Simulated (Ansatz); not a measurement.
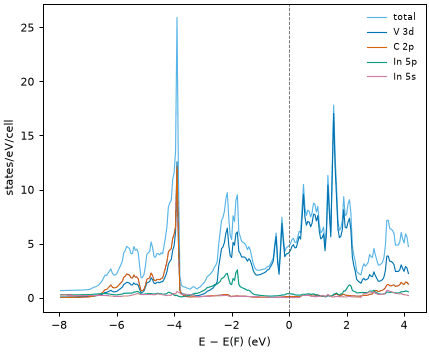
Fig. 1. Total and projected density of states of V$_{2}$InC in space group P6_3/mmc (No. 194; V on 4f, In on 2d, C on 2a), the program Ansatz at the r²SCAN level (PAW)

Q: Which orbitals carry the states next to the Fermi level?

A: Within 0.5 eV of the Fermi level: V 3d 90 %. Projections are on Löwdin-orthogonalised atomic valence shells; empty p or d shells of many metals are not among them.

Q: Where is the tallest occupied peak in this window, and what makes it?

A: Near -3.9 eV, about 26 states/eV per cell; the largest projected share is V 3d.

The workflow started from a Materials Project entry (that database holds measured and hypothetical structures alike); the Crystallography Open Database copy checked does not list it. Whether it is the stable phase at ambient conditions was not checked. The r²SCAN relaxation kept the symmetry of its start; its stability against distortions is not shown here. The run is not spin-polarised. Spin–orbit coupling is left out wherever it is not named.

Potentials: the later of the program's two PAW sets.
